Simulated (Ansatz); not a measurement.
One crystal and one scan (scan of one atom of the cell) at two levels, PBE (plane waves to 420 eV, PAW, scalar-relativistic; Ansatz, a quantum-chemistry and plane-wave program) and r2SCAN (plane waves to 500 eV, PAW, scalar-relativistic; Ansatz), each from its own relaxed cell and on its own mesh. The cell shown is that of PBE.

InAs (zinc blende)

```
InAs
1.0
    0.00000     3.09316     3.09316
    3.09316     0.00000     3.09316
    3.09316     3.09316     0.00000
As In
1 1
Cartesian
  4.63974   4.63974   4.63974
  0.00000   0.00000   0.00000
```

Scan: atom 2 (In, nearest neighbour As at 2.679 Å; its periodic images, 4.4 Å or more away, move with it) is displaced along Cartesian x, direction (1.000, 0.000, 0.000) in Cartesian axes, by s. The other atoms stay.

E stands for the smeared free energy. InAs was relaxed with its symmetry unable to fall. As the smearing reaches across the gap at some points, energies and forces of such displacements shift with the k mesh and the smearing. With partly filled bands, energies and forces of such displacements shift with the k mesh and the smearing. Percentages come from the unrounded values.

```
quantity                                                            PBE  r2SCAN     PBE − r2SCAN
----------------------------------------------------------------  -----  ------  ---------------
Lattice constant a (Å)                                            6.186   6.109  +0.077 (+1.3 %)
Band gap of the relaxed cell, no spin-orbit coupling (eV)          0.00    0.08            -0.08
Force constant k = d²E/ds² at s = 0 (finite differences) (eV/Å²)   6.64    7.34   -0.70 (-9.6 %)
Zone-centre optical wavenumber from k (cm⁻¹)                        200     210       -10 (-5 %)
```

PBE gives the higher value for: lattice constant a. PBE gives the lower value for: band gap of the relaxed cell, no spin-orbit coupling; force constant k = d²E/ds² at s = 0; zone-centre optical wavenumber from k. (PBE) At this level the bands of InAs touch or barely overlap; measurements give the solid a gap. Both give the same shape of the curve: a single well with its minimum at or next to zero displacement.

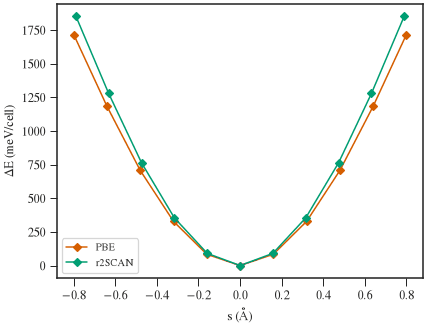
Fig. 1. ΔE, each from the undisplaced structure of its own level.

(For displaced atoms, the force is minus the slope of the energy, and its curvature is a force constant, which sets phonon frequencies.)
